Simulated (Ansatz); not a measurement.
An ideal cubic perovskite cell is held by its symmetry; such compounds can tilt or shift off centre at room temperature. The starting structures come from a database of crystals and need not be the phases stable at ambient conditions.

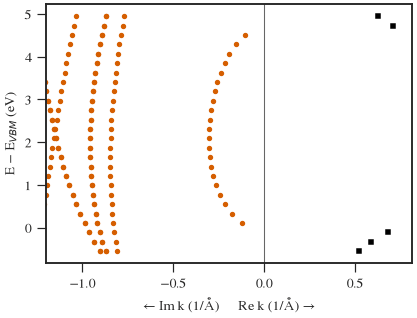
Fig. 1. Complex bands at the centre of the two-dimensional zone; r2SCAN (Ansatz, a program for electronic structure)

No gap correction and no spin-orbit coupling; mid-gap values are interpolated between computed energies.

This is MgTlF₃ (Pm-3m, cubic perovskite, not sure to be the ambient phase, 5 atoms a cell, 13.9 Å³ an atom, -2 GPa at this level) along the normal of (100). Read off the slowest decay at the centre of the two-dimensional zone at 2.31 eV, the computed energy nearest the middle of the gap.

κ ≈ 0.30 1/Å, a decay length 1/(2κ) of the density of 1.7 Å.
